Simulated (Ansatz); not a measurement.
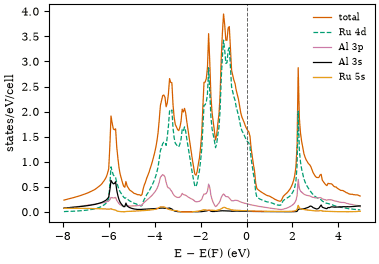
Figure: Total and projected density of states of AlRu (CsCl type, space group No. 221), PBE in the plane-wave PAW code Ansatz

Question: Which orbitals carry the states next to the Fermi level?

Answer: Within 0.5 eV of the Fermi level: Ru 4d 84 %, Al 3p 11 %. Projections are on Löwdin-orthogonalised atomic valence shells; empty p or d shells of many metals are not among them.

Question: Where is the tallest occupied peak in this window, and what makes it?

Answer: Near -1.0 eV, about 3.9 states/eV per cell; the largest projected share is Ru 4d.

Space group Pm-3m (CsCl type). Symmetry was held in the PBE relaxation. No spin polarisation was allowed. Spin–orbit coupling is left out wherever it is not named.

Potentials: the earlier of the program's two PAW sets.
